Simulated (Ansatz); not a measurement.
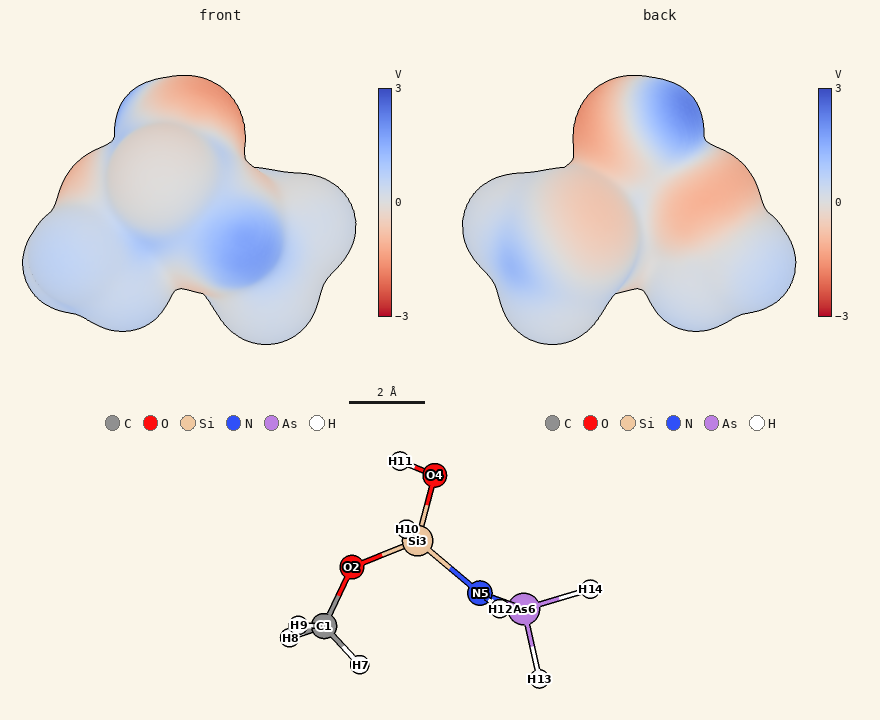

The picture shows: CH$_{8}$AsNO$_{2}$Si (SMILES CO[SiH](O)N[AsH2]). The molecular electrostatic potential painted on the density surface at 0.002 e/bohr³, seen from the front and from behind; the colour scale runs from red (negative) to blue (positive). The bare structure is drawn below in the same view.

The calculation used Ansatz, RKS PBE-D4/def2-SVP.

Input

```
crystal:
  periodic: [false, false, false]
  atoms:
    - { symbol: C, position_ang: [-0.4777, -1.7521, -1.2283] }
    - { symbol: O, position_ang: [-0.8859, -1.0899, -0.031] }
    - { symbol: Si, position_ang: [0.4841, -0.3052, 0.6182] }
    - { symbol: O, position_ang: [0.3919, -0.12, 2.3242] }
    - { symbol: "N", position_ang: [0.7331, 1.3023, -0.1301] }
    - { symbol: As, position_ang: [-0.9017, 2.278, 0.1092] }
    - { symbol: H, position_ang: [-0.1445, -0.9639, -1.9872] }
    - { symbol: H, position_ang: [-1.3905, -2.1768, -1.6691] }
    - { symbol: H, position_ang: [0.237, -2.4885, -1.0377] }
    - { symbol: H, position_ang: [1.7255, -1.1117, 0.4066] }
    - { symbol: H, position_ang: [0.2304, -1.0573, 2.6885] }
    - { symbol: H, position_ang: [0.8763, 1.1679, -1.1212] }
    - { symbol: H, position_ang: [-0.335, 3.5964, -0.5021] }
    - { symbol: H, position_ang: [-0.5561, 2.6917, 1.5887] }
basis:
  gaussian: { orbitals: def2-SVP }
hamiltonian:
  xc: pbe
  dispersion: d4
relax:
  f_tol: 0.015
  max_steps: 40
output:
  orbitals: {}
```

Run with:

```sh
ansatz run input.yaml --threads 2 --pin off --max-ram 3072MiB --backend cpu --events-out ev --progress --plain --runs-dir out
```

The fields are those of the run's last geometry, not of the input's.

Which sites attract a positive test charge, and which a negative one?

Answer. A positive charge is drawn to the negative regions and a negative charge to the positive ones. The most negative region (about −1.5 V) lies over O4, the most positive (about +2.1 V) over H11. O4 is the likeliest acceptor of a hydrogen bond.
